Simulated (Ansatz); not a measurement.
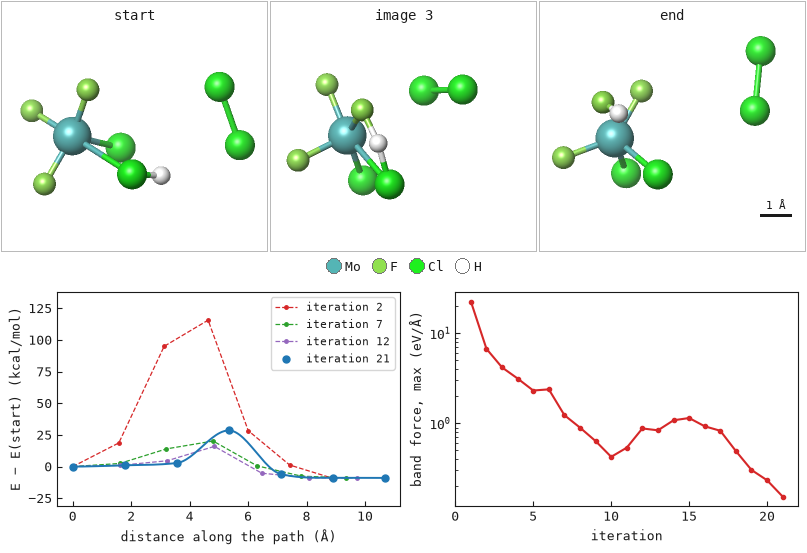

NEB run on MoHCl$_{4}$F$_{3}$, made up at the start of MoHCl$_{2}$F$_{3}$ and Cl2. Images are numbered from 0 (start) to 6 (end). The plot follows the band through its iterations. Style: ball-and-stick. Shown at a tilt.

Computed with RHF/def2-SVP in Ansatz. Run with 5 movable images; climbing image; force threshold 0.2 eV/Å; iteration limit 60; starting path through a guess of the saddle point.

### Judge this run.

The run met only a loose threshold, so the barrier can't be trusted yet. The band converged in 21 iterations. The largest component of the band force went from 23 to 0.15 eV/Å. The climbing image converged on the top of the path. Its curvatures weren't checked. The force threshold is so loose that the height of the top is at best an upper bound. The first iteration put the highest image at 237.6 kcal/mol. The highest point, image 3, lies 28.5 kcal/mol above the start and 37.5 kcal/mol above the end; the end is at −9.0 kcal/mol relative to the start.

Limits of the set-up: the start holds two separate molecules, 2.9 Å apart at their closest, whose relative position is a soft coordinate and is computed without a dispersion correction; Hartree-Fock leaves out electron correlation.
